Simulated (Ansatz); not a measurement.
A series of calculations on GaH4

## 1. Relaxation

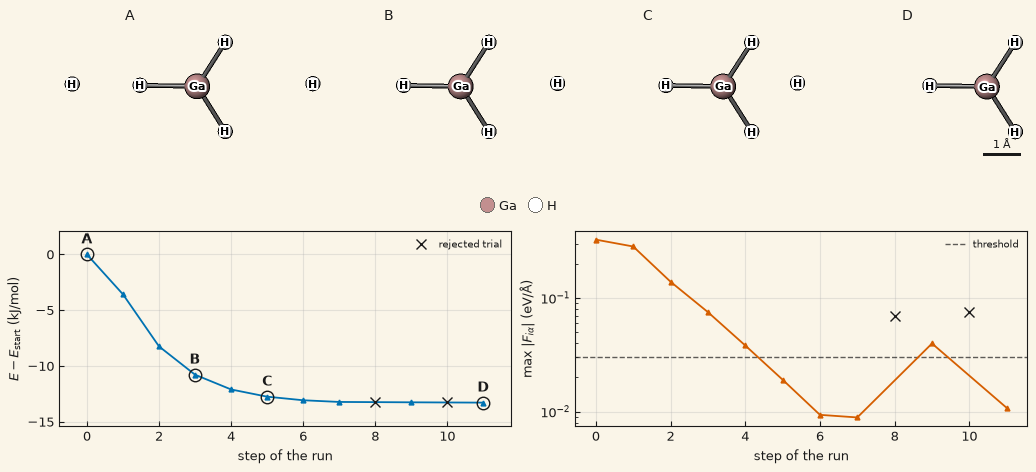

Frames of a relaxation of GaH$_{4}$ (multiplicity 2), marked on the history of the run. Style: ball-and-stick. Shown at a tilt.

The run prepares an end point of a later path (reaction) calculation, from a guessed geometry.

Theory: Ansatz 0.2.0, UHF/def2-SVP. Set-up: collinear spin; force threshold 0.03 eV/Å; at most 50 steps.

What happens along the run?

The largest move after the best rigid fit is that of an H atom, 1.43 Å. Largest moves by element: H 1.43 Å, Ga 0.35 Å. Some distances before and after: Ga–H 1.570 → 1.575 Å. After 9 accepted moves (11 points after the start) the energy has fallen by 13.3 kJ/mol. Largest force component: 0.33 eV/Å at the start, 0.011 eV/Å at the end. The line search rejected the trial steps at points 8, 10 of the run. The forces were under the threshold at step 5, but the run went on from there. From step 0 to 3: an H atom moves most (0.51 Å), energy −10.8 kJ/mol. From step 3 to 5: an H atom moves most (0.39 Å), energy −1.97 kJ/mol. From step 5 to 11: an H atom moves most (0.52 Å), energy −0.53 kJ/mol.

| step | E − E(0), kJ/mol | largest force component, eV/Å | note |
| --- | --- | --- | --- |
| 0 | 0.00 | 0.3262 |  |
| 1 | -3.57 | 0.2839 |  |
| 2 | -8.24 | 0.1390 |  |
| 3 | -10.77 | 0.0751 |  |
| 4 | -12.10 | 0.0382 |  |
| 5 | -12.74 | 0.0191 |  |
| 6 | -13.06 | 0.0094 |  |
| 7 | -13.21 | 0.0089 |  |
| 8 | -13.20 | 0.0692 | rejected |
| 9 | -13.25 | 0.0397 |  |
| 10 | -13.23 | 0.0754 | rejected |
| 11 | -13.28 | 0.0108 |  |

Limits of the set-up: Hartree-Fock leaves out electron correlation.

## 2. Relaxation

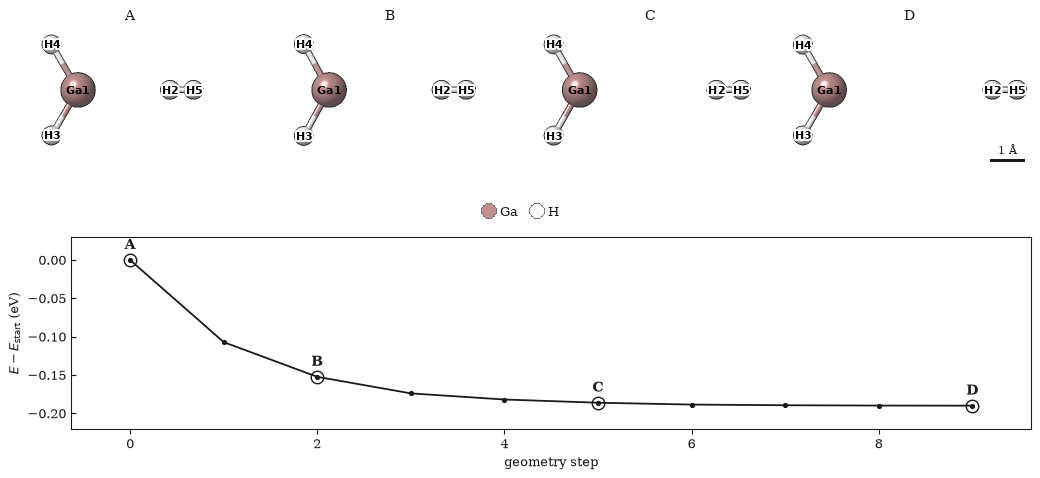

Frames of a relaxation of GaH₄ (multiplicity 2), marked on the history of the run. The picture is a ball-and-stick view, seen face on.

The run prepares an end point of a later path (reaction) calculation, from a guessed geometry.

The calculation used UHF/def2-SVP (Ansatz 0.2.0). Set-up: collinear spin; force threshold 0.03 eV/Å; at most 50 steps.

Q: What happens along the run?

A: The atom that moves furthest after the best rigid fit is H5 (1.32 Å). By element the largest moves are H 1.32 Å, Ga 0.87 Å. Some distances before and after: H2–H5 0.714 → 0.747 Å, Ga1–H3 1.596 → 1.589 Å. Over 9 geometry steps the energy falls by 0.190 eV. Largest force component: 1.6 eV/Å at the start, 0.0013 eV/Å at the end. From step 0 to 2: H5 moves most (0.38 Å), energy −0.152 eV. From step 2 to 5: H atoms move most (0.45 Å), energy −0.034 eV. From step 5 to 9: H atoms move most (0.48 Å), energy −0.004 eV.

```csv
step,"E − E(0), eV","largest force component, eV/Å"
0,0.0000,1.6151
1,-0.1070,0.1297
2,-0.1522,0.1240
3,-0.1738,0.1029
4,-0.1818,0.0568
5,-0.1860,0.0315
6,-0.1884,0.0222
7,-0.1893,0.0087
8,-0.1897,0.0023
9,-0.1899,0.0013
```

Limits of the set-up: the start holds two separate molecules, 2.8 Å apart at their closest, whose relative position is a soft coordinate and is computed without a dispersion correction; Hartree-Fock leaves out electron correlation.

## 3. Path

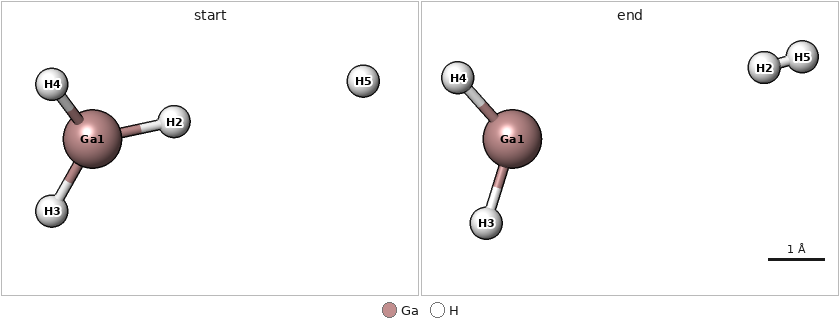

The two relaxed end points of a path for GaH$_{4}$ (multiplicity 2), made up at the start of GaH3 and H. Style: ball-and-stick. Shown at a tilt.

Method: UHF/def2-SVP in Ansatz.

Settings: 5 movable images; climbing image; force threshold 0.03 eV/Å; iteration limit 60.

Start:
```xyz
5

Ga    0.0001    0.0002   -0.4390
H     0.0003   -0.0002    1.1347
H     1.3652    0.0000   -1.2243
H    -1.3652    0.0000   -1.2239
H    -0.0005    0.0001    4.7825
```

End:
```xyz
5

Ga    0.0001    0.0000   -1.2029
H    -0.0004    0.0000    3.7392
H     1.3767    0.0000   -1.9963
H    -1.3765    0.0000   -1.9962
H     0.0001   -0.0001    4.4862
```

What barrier does the band find between them, and by what path?

Answer. The energy climbs by 44.0 kJ/mol to image 2 and then falls by 114.0 kJ/mol, so the end point sits at −70.0 kJ/mol. Image 3 lies below both ends, at −70.9 kJ/mol, which points to an intermediate minimum that so few images don't resolve. A hydrogen atom shifts from one atom to another. Breaking: Ga1–H2 (1.57 → 1.72 at the top → 4.94 Å). Forming: H2–H5 (3.65 → 1.15 at the top → 0.75 Å). The band converged in 28 iterations. The largest component of the band force went from 3.7 to 0.028 eV/Å. The climbing image converged on the top of the path. Its vibrational analysis gives one imaginary mode (1730i cm⁻¹), as a transition state must have.

Energies of the converged images:

```json
{"image": "0", "path (Å)": "0.00", "E (kJ/mol)": "0.0"}
{"image": "1", "path (Å)": "1.07", "E (kJ/mol)": "2.9"}
{"image": "2", "path (Å)": "2.15", "E (kJ/mol)": "44.0"}
{"image": "3", "path (Å)": "3.60", "E (kJ/mol)": "-70.9"}
{"image": "4", "path (Å)": "5.04", "E (kJ/mol)": "-70.0"}
{"image": "5", "path (Å)": "6.49", "E (kJ/mol)": "-69.9"}
{"image": "6", "path (Å)": "7.94", "E (kJ/mol)": "-70.0"}
```

The geometry at the top of the path:

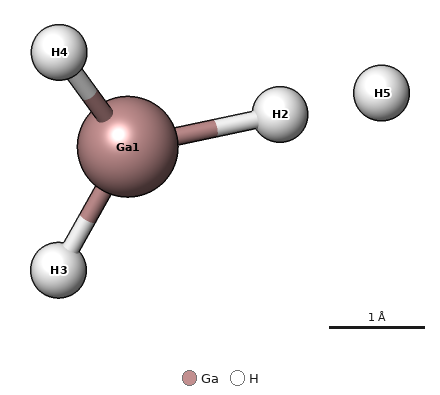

Limits of the set-up: the start holds two separate molecules, 3.6 Å apart at their closest, whose relative position is a soft coordinate and is computed without a dispersion correction; Hartree-Fock leaves out electron correlation.
